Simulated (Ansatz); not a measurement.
Run report: SbSi8O15, field-gradient calculation (part 3 of 3)

The same run, continued: SbSi8O15 (defect cell, 24 atoms in the cell); DFT, PBE, plane waves, PAW, spin-polarised (Ansatz 0.2.0); cutoff 420 eV, 3×3×3 k-mesh, Fermi–Dirac smearing of 0.01 eV, collinear spins. The structure derives from a Materials Project entry.

Geometry of the input (Å; fractional positions):
```
0.0000  4.9926  6.9339
4.9926  0.0000  6.9339
4.9926  4.9926  0.0000
Si 0.2500  0.2500  0.4487
Si 0.7500  0.7500  0.9487
Si 0.0737  0.6763  0.1250
Si 0.5737  0.1763  0.6250
Si 0.4263  0.8237  0.3750
Si 0.9263  0.3237  0.8750
Si 0.0000  0.0000  0.3013
Si 0.5000  0.5000  0.8013
Sb 0.0940  0.2261  0.6674
O  0.5940  0.7261  0.1674
O  0.4761  0.3440  0.7625
O  0.9761  0.8440  0.2625
O  0.4060  0.2739  0.4875
O  0.9060  0.7739  0.9875
O  0.2076  0.8625  0.3989
O  0.7076  0.3625  0.8989
O  0.0239  0.1560  0.0826
O  0.5239  0.6560  0.5826
O  0.3875  0.0424  0.3511
O  0.8875  0.5424  0.8511
O  0.2924  0.6375  0.9690
O  0.7924  0.1375  0.4690
O  0.1125  0.4576  0.2810
O  0.6125  0.9576  0.7810
```

### File rho_z.tsv, continued
```
0.000000	3.883602e-1	-1.165035e-3
0.147097	3.599452e-1	-1.409051e-3
0.294195	3.306874e-1	-1.596126e-3
0.441292	3.062783e-1	-1.436254e-3
0.588389	2.904916e-1	-1.061088e-3
0.735486	2.828160e-1	-8.591832e-4
0.882584	2.808104e-1	-8.536899e-4
1.029681	2.830433e-1	-8.450906e-4
1.176778	2.905028e-1	-8.212385e-4
1.323876	3.058266e-1	-8.420868e-4
1.470973	3.300861e-1	-9.211587e-4
1.618070	3.596289e-1	-1.002202e-3
1.765167	3.883929e-1	-1.009918e-3
1.912265	4.123378e-1	-1.159378e-3
2.059362	4.280380e-1	-1.675027e-3
2.206459	4.330641e-1	-2.067735e-3
2.353556	4.312555e-1	-1.816642e-3
2.500654	4.296546e-1	-1.367528e-3
2.647751	4.301640e-1	-1.293492e-3
2.794848	4.316898e-1	-1.477554e-3
2.941946	4.354207e-1	-1.720319e-3
3.089043	4.401029e-1	-2.041204e-3
3.236140	4.397179e-1	-2.390891e-3
3.383237	4.306560e-1	-2.831816e-3
3.530335	4.142818e-1	-3.540705e-3
3.677432	3.924397e-1	-4.341673e-3
3.824529	3.679661e-1	-4.884444e-3
3.971627	3.481738e-1	-5.171080e-3
4.118724	3.415964e-1	-5.429826e-3
4.265821	3.534929e-1	-5.777146e-3
4.412918	3.824286e-1	-6.194676e-3
4.560016	4.162704e-1	-6.570907e-3
4.707113	4.379525e-1	-6.744291e-3
4.854210	4.406568e-1	-6.629458e-3
5.001307	4.339579e-1	-6.301212e-3
5.148405	4.322274e-1	-5.915066e-3
5.295502	4.408067e-1	-5.568438e-3
5.442599	4.548907e-1	-5.262116e-3
5.589697	4.652288e-1	-4.944864e-3
5.736794	4.650138e-1	-4.580476e-3
5.883891	4.567041e-1	-4.171059e-3
6.030988	4.481052e-1	-3.615774e-3
6.178086	4.421377e-1	-2.736986e-3
6.325183	4.379902e-1	-1.803072e-3
6.472280	4.362911e-1	-1.356897e-3
6.619378	4.352447e-1	-1.310375e-3
6.766475	4.284795e-1	-1.230874e-3
6.913572	4.122098e-1	-1.112672e-3
```

### File v_z.tsv
```
# z_ang	v_es[eV]	v_tot_up[eV]	v_tot_dn[eV]
# format = ansatz-planar-average/11
# xc	pbe
# density_cutoff_ev	1680
# datasets	Si=:simpson_from_first_knot:soft	Sb=:simpson_from_first_knot:soft	O=:simpson_from_first_knot:soft
# lattice	0.000000000	4.992647210	6.933926420
# lattice	4.992647210	0.000000000	6.933926420
# lattice	4.992647210	4.992647210	0.000000000
# sites	24
# site	14	3.488154912	3.488154912	3.466963210
# site	14	8.480802122	8.480802122	10.400889630
# site	14	4.000815903	0.991831307	5.200444815
# site	14	4.000815903	5.984478517	5.200444815
# site	14	5.984478517	4.000815903	8.667408025
# site	14	5.984478517	8.993463113	8.667408025
# site	14	1.504492298	1.504492298	0.000000000
# site	14	6.497139508	6.497139508	6.933926420
# site	51	4.461272728	3.801333935	2.219608716
# site	8	4.461272728	3.801333935	9.153535136
# site	8	5.524021692	6.183960485	5.686571926
# site	8	5.524021692	6.183960485	12.620498346
# site	8	3.801333935	4.461272728	4.714317704
# site	8	8.793981145	9.453919938	11.648244124
# site	8	6.297657540	3.027698087	7.420053531
# site	8	6.297657540	8.020345297	7.420053531
# site	8	1.191313275	0.531374482	1.247354494
# site	8	6.183960485	5.524021692	8.181280914
# site	8	1.964949123	3.687636880	2.980836099
# site	8	6.957596333	8.680284090	9.914762519
# site	8	8.020345297	6.297657540	6.447799309
# site	8	3.027698087	6.297657540	6.447799309
# site	8	3.687636880	1.964949123	3.953090321
# site	8	8.680284090	6.957596333	10.887016741
0.000000	2.710522e0	-5.603212e0	-5.602267e0
0.147097	3.244718e0	-4.799155e0	-4.803105e0
0.294195	3.704536e0	-4.105996e0	-4.118365e0
0.441292	4.113218e0	-3.563112e0	-3.577658e0
0.588389	4.305015e0	-3.302999e0	-3.313744e0
0.735486	4.298238e0	-3.262155e0	-3.272221e0
0.882584	4.256229e0	-3.286632e0	-3.296331e0
1.029681	4.300356e0	-3.259865e0	-3.270693e0
1.176778	4.308690e0	-3.298751e0	-3.308897e0
1.323876	4.118442e0	-3.561256e0	-3.570316e0
1.470973	3.712693e0	-4.105405e0	-4.111365e0
1.618070	3.257463e0	-4.793186e0	-4.800857e0
1.765167	2.728947e0	-5.592102e0	-5.600469e0
1.912265	2.101358e0	-6.467517e0	-6.471196e0
2.059362	1.453176e0	-7.341681e0	-7.342248e0
2.206459	8.669295e-1	-8.130300e0	-8.129316e0
2.353556	5.035931e-1	-8.611040e0	-8.611974e0
2.500654	4.026388e-1	-8.750611e0	-8.752746e0
2.647751	4.217262e-1	-8.750241e0	-8.756951e0
2.794848	3.802813e-1	-8.811910e0	-8.825168e0
2.941946	4.523821e-1	-8.748599e0	-8.767548e0
3.089043	7.740423e-1	-8.365403e0	-8.390309e0
3.236140	1.295739e0	-7.708166e0	-7.741881e0
3.383237	1.840948e0	-7.003809e0	-7.053999e0
3.530335	2.293716e0	-6.374154e0	-6.449969e0
3.677432	2.564955e0	-5.906311e0	-6.011842e0
3.824529	2.706605e0	-5.602147e0	-5.715529e0
3.971627	2.864934e0	-5.343200e0	-5.449145e0
4.118724	2.980063e0	-5.167537e0	-5.273646e0
4.265821	2.982088e0	-5.141107e0	-5.250231e0
4.412918	2.987099e0	-5.136812e0	-5.248938e0
4.560016	3.086024e0	-5.065782e0	-5.179401e0
4.707113	3.118682e0	-5.075946e0	-5.188717e0
4.854210	2.904775e0	-5.359653e0	-5.471510e0
5.001307	2.443420e0	-5.966275e0	-6.078248e0
5.148405	1.937819e0	-6.680083e0	-6.793229e0
5.295502	1.395895e0	-7.463765e0	-7.578783e0
5.442599	8.326996e-1	-8.255829e0	-8.370361e0
5.589697	4.205017e-1	-8.863216e0	-8.973708e0
5.736794	1.518663e-1	-9.289772e0	-9.394018e0
5.883891	5.812431e-2	-9.455368e0	-9.551328e0
6.030988	1.480915e-1	-9.345990e0	-9.431458e0
6.178086	2.853489e-1	-9.138192e0	-9.213253e0
6.325183	3.224451e-1	-9.020924e0	-9.067145e0
6.472280	4.530470e-1	-8.787445e0	-8.781234e0
6.619378	8.306741e-1	-8.229302e0	-8.194727e0
6.766475	1.423808e0	-7.396087e0	-7.364437e0
6.913572	2.077447e0	-6.492639e0	-6.476283e0
```

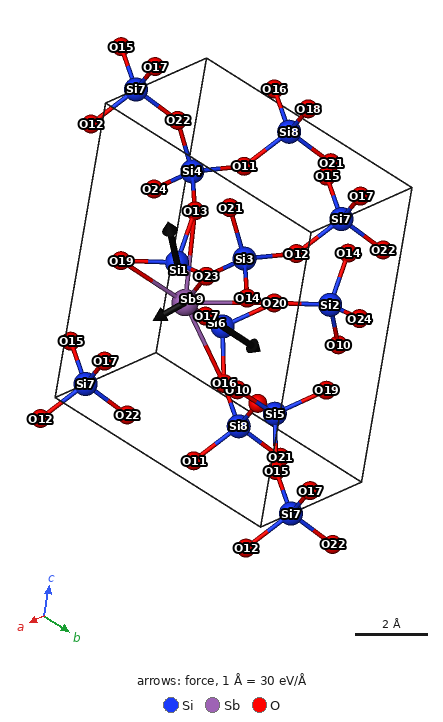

**Figure 1.** Forces on the atoms as black arrows (ball-and-stick view of the reduced cell, seen slightly off an axis; bonded neighbours outside the cell are drawn too; atoms are numbered from 1 in the order of the input); the smallest are left out. The largest act on Si6 (50.13 eV/Å); Si1 (49.90 eV/Å); Sb9 (31.62 eV/Å). The geometry is not a stationary point of this energy.

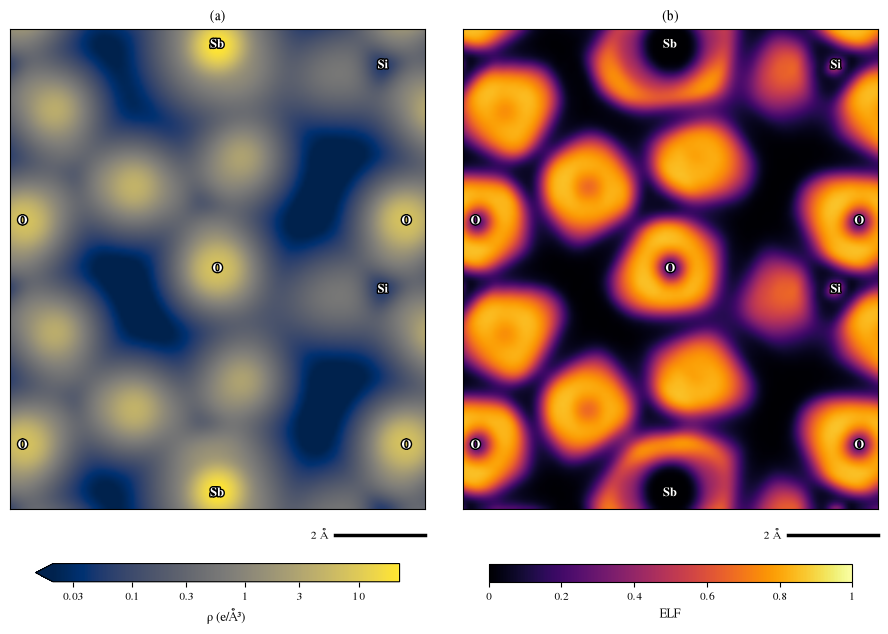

**Figure 2.** (a) valence pseudo-density; (b) ELF on the (011̄) plane of the calculation cell. The plane passes through Si, Sb and O nuclei. Si–O (1.61 Å): ρ at the midpoint is about 1.3 e/Å³; the ELF peaks at about 0.85 between the atoms, which marks a shared but strongly polarised pair. Away from the nuclei the density in this plane falls to 0.007 e/Å³ at its lowest. Core electrons are frozen (PAW), so the fields are smoothed inside the atomic spheres.

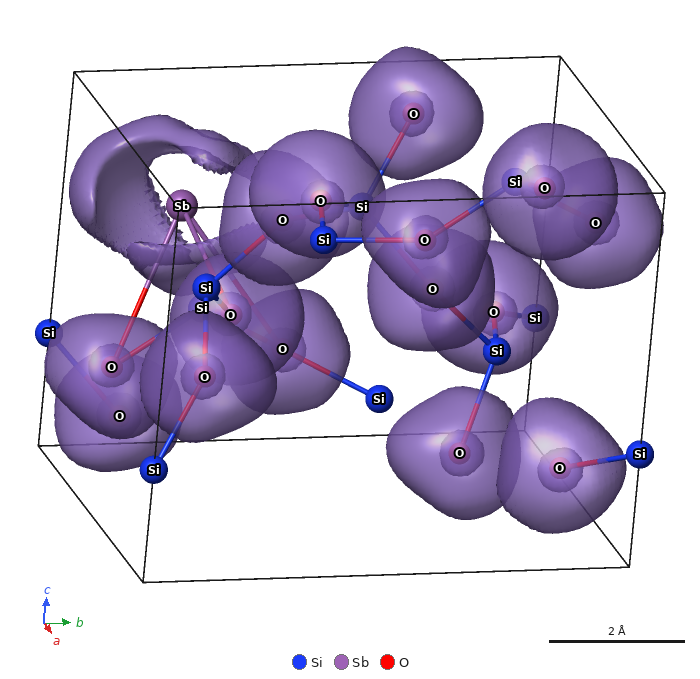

**Figure 3.** Isosurface of the ELF at 0.65 (purple), seen slightly off an axis. Only the valence region is drawn (cores and ρ < 0.01 e/Å³ removed). Sticks mark near contacts. The outline is the calculation cell. Along the contacts the grid gives the following. Si–O (1.61 Å): the ELF peaks at about 0.85 between the atoms (a polar covalent bond).

### Results in brief

| quantity | value |
| --- | --- |
| outcome | converged |
| electrons treated | 137 |
| free energy | −20076.3042 eV |
| Fermi energy | 4.417 eV |
| net moment of the cell | −1.00 μB |
| integrated absolute moment | 1.05 μB |
| pressure | 35.57 GPa |
| field gradient V_zz (10²¹ V/m²) | Si −7.68, Si −0.72, Si 0.44, Si −0.35, Si 0.39, Si −7.97, Si −0.27, Si 0.46 (the first 8 of 24 sites) |
| largest force (length of the vector) | 50.130 eV/Å |
| wall time | 6.8 min |
| peak memory | 1.1 GiB |

Settings chosen away from the usual ones: magnetization = {"spin_polarized": true}, basis.xc_grid = 2, scf.lower_state_search = "light". Warnings of the run: the field gradients leave out spin–orbit coupling.
